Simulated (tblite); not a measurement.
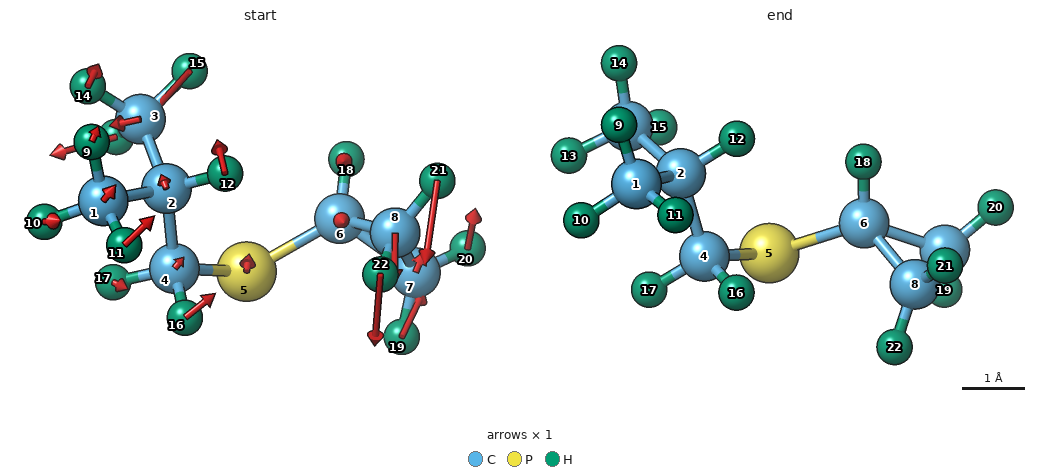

The structure of C7H14P (charge −1) before (left) and after (right) a relaxation, at one scale. The red arrows give the displacements, at their true length.

Style: ball-and-stick. Shown at a tilt.

The calculation used tblite 0.8.0, GFN2-xTB geometry optimisation, gas phase. 

**What changed between the two?**

The atom that moves furthest after the best rigid fit is H15 (1.70 Å). Largest moves by element: H 1.70 Å, C 0.84 Å, P 0.38 Å. Near-neighbour distances that change, for instance: C4–P5 1.776 → 1.876 Å, P5–C6 1.774 → 1.847 Å, C3–H14 1.133 → 1.091 Å, C6–C7 1.537 → 1.496 Å. Bond angles that change, for instance: C4–P5–C6 116.7° → 95.6°, P5–C6–C7 113.3° → 119.7°, H14–C3–H15 103.6° → 109.7°. Groups turn about C2–C3 by about 55°, C4–P5 by about 35°, P5–C6 by about 30°. After 169 geometry steps the energy has fallen by 1.114 eV. The run took 1.3 s on 1 thread of Arm Neoverse V1 (shared host).
